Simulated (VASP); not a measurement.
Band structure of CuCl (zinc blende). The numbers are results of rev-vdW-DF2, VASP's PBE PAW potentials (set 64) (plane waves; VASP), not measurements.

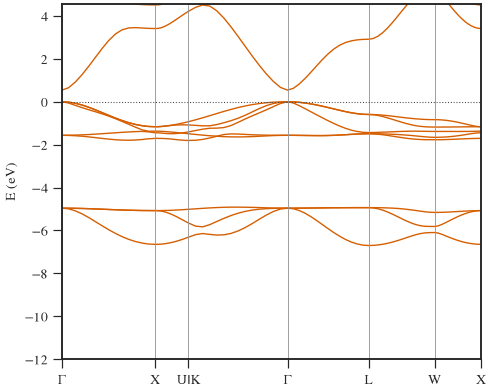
Figure. Bands along high-symmetry lines, zero at the valence-band maximum or, without a gap, the Fermi level

### Question
Read the plot: is there a gap, and where are the band edges?

### Answer
The gap is direct, 0.54 eV, from the valence maximum at Γ to the conduction minimum at Γ. (Edges off the drawn lines would not show.)

Measured: gap 3.39 eV at 2 K (computed value off by -2.85 eV), as given by arXiv:1206.3780.

The compound is CuCl in the zinc blende structure. It was relaxed first.
